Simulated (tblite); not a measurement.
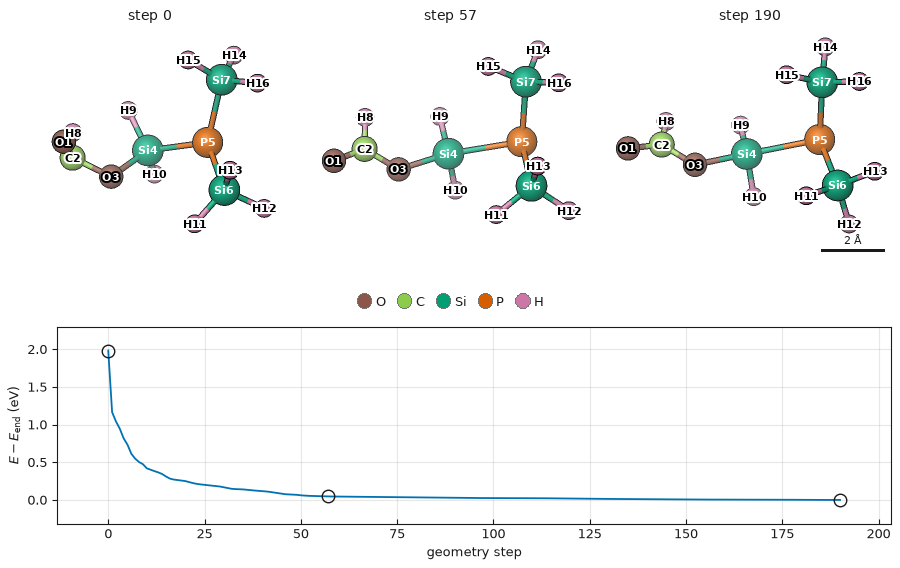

Frames of a relaxation of CH₉O₂PSi₃ (charge −1, multiplicity 2), marked on the history of the run. The picture is a ball-and-stick view, seen at a tilt.

The calculation used tblite 0.8.0, GFN2-xTB geometry optimisation, gas phase. 

Question: What happens along the run?

Answer: Over 190 geometry steps the energy falls by 1.981 eV. H13 moves most after the best rigid fit: 1.65 Å. By element the largest moves are H 1.65 Å, O 1.54 Å, C 0.61 Å, Si 0.51 Å, P 0.49 Å. Near-neighbour distances that change, for instance: Si4–P5 2.170 → 2.394 Å, O1–C2 1.400 → 1.216 Å, C2–O3 1.382 → 1.282 Å, O3–Si4 1.706 → 1.740 Å. Among the angles between lasting bonds that change: O3–Si4–P5 115.4° → 163.0°, P5–Si4–H9 113.6° → 94.3°, O1–C2–O3 107.6° → 126.3°. Groups turn about O3–Si4 by about 25°. The run took 1.9 s on 1 thread of Arm Neoverse V1, on a shared host. From step 0 to 57: O1 moves most (1.29 Å), energy −1.935 eV. From step 57 to 190: H13 moves most (1.38 Å), energy −0.047 eV.

```csv
step,"E − E(0), eV"
0,0.0000
1,-0.8167
2,-0.9397
3,-1.0368
4,-1.1644
5,-1.2489
6,-1.3690
7,-1.4340
8,-1.4782
9,-1.5072
10,-1.5616
19,-1.7226
29,-1.8032
38,-1.8563
48,-1.9114
57,-1.9346
67,-1.9408
76,-1.9459
86,-1.9502
95,-1.9557
105,-1.9570
114,-1.9594
124,-1.9651
133,-1.9689
143,-1.9725
152,-1.9756
162,-1.9769
171,-1.9777
181,-1.9804
190,-1.9813
```
